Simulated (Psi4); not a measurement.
**Single-point calculation of SiPH5O2 (part 2 of 2)**

SiPH5O2, SMILES O[SiH2]OP; MP3/6-31G*, RHF (Psi4 1.11). The geometry comes from this level: PBE0-D4/def2-TZVP.

Geometry of the input (Å):
```
O  -0.3079  1.1443  -1.6429
Si 0.8177  0.5620  -0.6064
O  0.3024  -0.7781  0.2018
P  -0.9422  -0.8349  1.2776
H  -0.9987  1.7069  -1.2906
H  1.1706  1.6053  0.3913
H  1.9645  0.1235  -1.4211
H  -0.3059  -1.5909  2.3026
H  -1.6120  -1.9843  0.7706
```

**Log, continued**
```
  IP_POLES                      => (empty)
  LEVEL_SHIFT                   => (empty)
  LITERAL_CFOUR                 => (empty)
  LS_THC_BASIS_TOLERANCE        => (empty)
  LS_THC_DF                     => (empty)
  LS_THC_PRUNING_SCHEME         => (empty)
  LS_THC_RADIAL_POINTS          => (empty)
  LS_THC_SPHERICAL_POINTS       => (empty)
  LS_THC_S_EPSILON              => (empty)
  LS_THC_WEIGHTS_TOLERANCE      => (empty)
  MAT_NUM_COLUMN_PRINT          => (empty)
  MAX_MOGRAD_CONVERGENCE        => (empty)
  MAX_RADIAL_MOMENT             => (empty)
  MBIS_D_CONVERGENCE            => (empty)
  MBIS_MAXITER                  => (empty)
  MBIS_PRUNING_SCHEME           => (empty)
  MBIS_RADIAL_POINTS            => (empty)
  MBIS_SPHERICAL_POINTS         => (empty)
  MOGRAD_DAMPING                => (empty)
  MOLDEN_WITH_VIRTUAL           => (empty)
  MO_MAXITER                    => (empty)
  MO_READ                       => (empty)
  MO_STEP_MAX                   => (empty)
  MO_WRITE                      => (empty)
  MP2_OS_SCALE                  => (empty)
  MP2_SOS_SCALE                 => (empty)
  MP2_SOS_SCALE2                => (empty)
  MP2_SS_SCALE                  => (empty)
  MP2_TYPE                      => (empty)
  MP_TYPE                       => CONV            !
  NAT_ORBS                      => (empty)
  NUM_FROZEN_DOCC               => 12              !
  NUM_FROZEN_UOCC               => (empty)
  NUM_GPUS                      => (empty)
  OCC_ORBS_PRINT                => (empty)
  OEPROP                        => (empty)
  OPT_METHOD                    => (empty)
  ORBITAL_OPTIMIZER_PACKAGE     => (empty)
  ORB_OPT                       => FALSE           !
  ORB_RESP_SOLVER               => (empty)
  ORTH_TYPE                     => (empty)
  OS_SCALE                      => (empty)
  PARENT_SYMMETRY               => (empty)
  PCG_BETA_TYPE                 => (empty)
  PCG_CONVERGENCE               => (empty)
  PCG_MAXITER                   => (empty)
  PCM                           => (empty)
  PE                            => (empty)
  PRINT                         => (empty)
  PRINT_NOONS                   => (empty)
  PROPERTIES                    => (empty)
  PROPERTIES_ORIGIN             => (empty)
  PUREAM                        => TRUE            !
  QC_MODULE                     => (empty)
  RAS1                          => (empty)
  RAS2                          => (empty)
  RAS3                          => (empty)
  RAS4                          => (empty)
  RELATIVISTIC                  => (empty)
  RELAXED                       => (empty)
  REMP_A                        => (empty)
  RESTRICTED_DOCC               => (empty)
  RESTRICTED_UOCC               => (empty)
  RMS_MOGRAD_CONVERGENCE        => (empty)
  R_CONVERGENCE                 => (empty)
  SCF_TYPE                      => PK              !
  SCREENING                     => (empty)
  SCS_TYPE                      => (empty)
  SOCC                          => (empty)
  SOS_TYPE                      => (empty)
  SPIN_SCALE_TYPE               => NONE            !
  SS_SCALE                      => (empty)
  SYMMETRIZE                    => (empty)
  TPDM_ABCD_TYPE                => (empty)
  WFN                           => (empty)
  WFN_TYPE                      => OMP3            !
  WRITER_FILE_LABEL             => (empty)
  ZORA_BASIS_TOLERANCE          => (empty)
  ZORA_NR_DEBUG                 => (empty)
  ZORA_PRUNING_SCHEME           => (empty)
  ZORA_RADIAL_POINTS            => (empty)
  ZORA_SPHERICAL_POINTS         => (empty)

 ==============================================================================
 ==============================================================================
 ==============================================================================

                             MP3

 ==============================================================================
 ==============================================================================
 ==============================================================================

	MO spaces per irreps...

	IRREP   FC    OCC   VIR  FV
	==============================
	   A    12    13    49    0
	==============================

	Computing MP2 energy using SCF MOs (Canonical MP2)...
	==============================================================================
	Nuclear Repulsion Energy (a.u.)    :   233.15282544695657
	SCF Energy (a.u.)                  :  -782.34644622779865
	REF Energy (a.u.)                  :  -782.34644622779865
	Alpha-Alpha Contribution (a.u.)    :    -0.06626792084065
	Alpha-Beta Contribution (a.u.)     :    -0.39984082323116
	Beta-Beta Contribution (a.u.)      :    -0.06626792084065
	Scaled_SS Correlation Energy (a.u.):    -0.04417861389377
	Scaled_OS Correlation Energy (a.u.):    -0.47980898787739
	SCS-MP2 Total Energy (a.u.)        :  -782.87043382956983
	SOS-MP2 Total Energy (a.u.)        :  -782.86623929799919
	SCSN-MP2 Total Energy (a.u.)       :  -782.57970930915781
	SCS-MP2-VDW Total Energy (a.u.)    :  -782.92451040237506
	SOS-PI-MP2 Total Energy (a.u.)     :  -782.90622338032233
	MP2 Correlation Energy (a.u.)      :    -0.53237666491247
	MP2 Total Energy (a.u.)            :  -782.87882289271113
	==============================================================================

	Computing MP3 energy using SCF MOs (Canonical MP3)...
	==============================================================================
	Nuclear Repulsion Energy (a.u.)    :   233.15282544695657
	SCF Energy (a.u.)                  :  -782.34644622779865
	REF Energy (a.u.)                  :  -782.34644622779865
	Alpha-Alpha Contribution (a.u.)    :    -0.06112434690692
	Alpha-Beta Contribution (a.u.)     :    -0.43433777276396
	Beta-Beta Contribution (a.u.)      :    -0.06112434690692
	MP2.5 Correlation Energy (a.u.)    :    -0.54448156574512
	MP2.5 Total Energy (a.u.)          :  -782.89092779354382
	SCS-MP3 Total Energy (a.u.)        :  -782.87648627998612
	3rd Order Energy (a.u.)            :    -0.02420980166528
	MP3 Correlation Energy (a.u.)      :    -0.55658646657779
	MP3 Total Energy (a.u.)            :  -782.90303269437641
	==============================================================================

	total time  =          1 seconds =       0.02 minutes

  Variable Map:
  ----------------------------------------------------------------------------
  "CURRENT CORRELATION ENERGY"             =>      -0.556586466578
  "CURRENT ENERGY"                         =>    -782.903032694376
  "CURRENT REFERENCE ENERGY"               =>    -782.346446227799
  "DD SOLVATION ENERGY"                    =>       0.000000000000
  "HF KINETIC ENERGY"                      =>     782.279824270695
  "HF POTENTIAL ENERGY"                    =>   -1564.626270498493
  "HF TOTAL ENERGY"                        =>    -782.346446227799
  "HF VIRIAL RATIO"                        =>       2.000085163844
  "MP2 CORRELATION ENERGY"                 =>      -0.532376664912
  "MP2 DOUBLES ENERGY"                     =>      -0.532376664912
  "MP2 OPPOSITE-SPIN CORRELATION ENERGY"   =>      -0.399840823231
  "MP2 SAME-SPIN CORRELATION ENERGY"       =>      -0.132535841681
  "MP2 SINGLES ENERGY"                     =>       0.000000000000
  "MP2 TOTAL ENERGY"                       =>    -782.878822892711
  "MP2.5 CORRELATION ENERGY"               =>      -0.544481565745
  "MP2.5 DOUBLES ENERGY"                   =>      -0.544481565745
  "MP2.5 OPPOSITE-SPIN CORRELATION ENERGY" =>      -0.417089297998
  "MP2.5 SAME-SPIN CORRELATION ENERGY"     =>      -0.127392267748
  "MP2.5 SINGLES ENERGY"                   =>       0.000000000000
  "MP2.5 TOTAL ENERGY"                     =>    -782.890927793544
  "MP3 CORRELATION ENERGY"                 =>      -0.556586466578
  "MP3 DOUBLES ENERGY"                     =>      -0.556586466578
  "MP3 OPPOSITE-SPIN CORRELATION ENERGY"   =>      -0.434337772764
  "MP3 SAME-SPIN CORRELATION ENERGY"       =>      -0.122248693814
  "MP3 SINGLES ENERGY"                     =>       0.000000000000
  "MP3 TOTAL ENERGY"                       =>    -782.903032694376
  "NUCLEAR REPULSION ENERGY"               =>     233.152825446957
  "ONE-ELECTRON ENERGY"                    =>   -1547.275392798657
  "PCM POLARIZATION ENERGY"                =>       0.000000000000
  "PE ENERGY"                              =>       0.000000000000
  "SCF ITERATION ENERGY"                   =>    -782.346446227799
  "SCF ITERATIONS"                         =>      12.000000000000
  "SCF TOTAL ENERGY"                       =>    -782.346446227799
  "SCS(N)-MP2 CORRELATION ENERGY"          =>      -0.233263081359
  "SCS(N)-MP2 TOTAL ENERGY"                =>    -782.579709309158
  "SCS-MP2 CORRELATION ENERGY"             =>      -0.523987601771
  "SCS-MP2 TOTAL ENERGY"                   =>    -782.870433829570
  "SCS-MP2-VDW CORRELATION ENERGY"         =>      -0.578064174576
  "SCS-MP2-VDW TOTAL ENERGY"               =>    -782.924510402375
  "SCS-MP3 CORRELATION ENERGY"             =>      -0.530040052187
  "SCS-MP3 TOTAL ENERGY"                   =>    -782.876486279986
  "SOS-MP2 CORRELATION ENERGY"             =>      -0.519793070201
  "SOS-MP2 TOTAL ENERGY"                   =>    -782.866239297999
  "SOS-PI-MP2 CORRELATION ENERGY"          =>      -0.559777152524
  "SOS-PI-MP2 TOTAL ENERGY"                =>    -782.906223380322
  "TWO-ELECTRON ENERGY"                    =>     531.776121123902

  Array Variable Map:
  ----------------------------------------------------------------------------
  "CURRENT DIPOLE"                         =>      -0.720352980961 ... -0.031238558574 1 by 3
  "SCF DIPOLE"                             =>      -0.720352980961 ... -0.031238558574 1 by 3
  "SCF TOTAL ENERGIES"                     =>    -781.447020503020 ... -782.346446227799 1 by 13

    Psi4 run time: 0:00:03.11
```

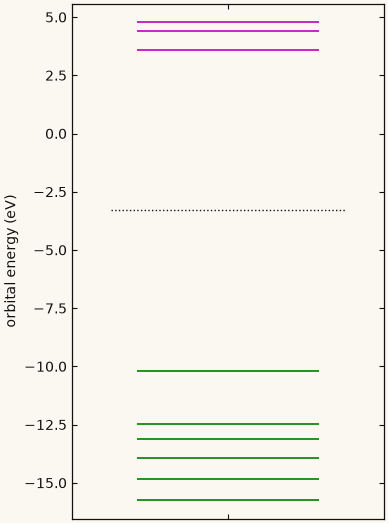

Fig. 1: Orbital energies near the frontier (SCF reference); the dotted line parts filled from empty levels, and levels within 0.02 eV of each other stand side by side. Highest filled −10.20 eV, lowest empty 3.59 eV, 13.79 eV apart.

**Results in brief**

- outcome: converged
- total energy: −782.903033 hartree
- SCF energy: −782.346446 hartree
- MP2 energy: −782.878823 hartree
- correlation energy: −0.556586 hartree
- basis functions: 74
- HOMO of the SCF reference: −10.20 eV
- LUMO of the SCF reference: 3.59 eV
- hardware: 1 thread of Intel Xeon (Granite Rapids), 32 GiB of memory available, shared host
- wall time: 3.9 s
- peak memory: 0.38 GiB
